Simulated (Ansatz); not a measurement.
Start from SiO2 in the rutile structure (space group P4_2/mnm, No. 136; a = 4.1549 Å, c = 2.6615 Å). Axes: x, y, z lie along a, b, c of the conventional cell.

Modification: the cell is stretched by 1.80 % along x with no lateral relaxation; the atoms relax in the strained cell.

Computed with LDA (Ansatz, a program for electronic structure, PAW, without spin-orbit coupling).

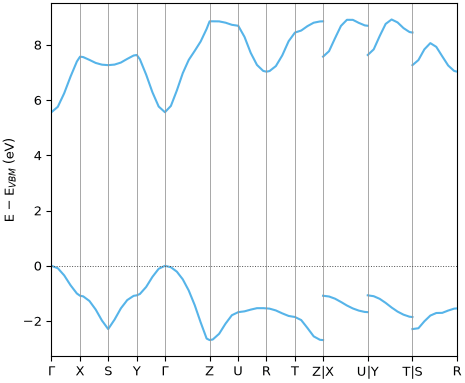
Fig. 1. Highest valence and lowest conduction band along the path of the changed cell's own zone

### Question
From the figure, how large is the changed gap, and is it direct?

### Answer
About 5.6 eV, direct at Γ.

Whether these cells are dynamically stable was not tested. Labels are those of the standard path for the cell's own space group.
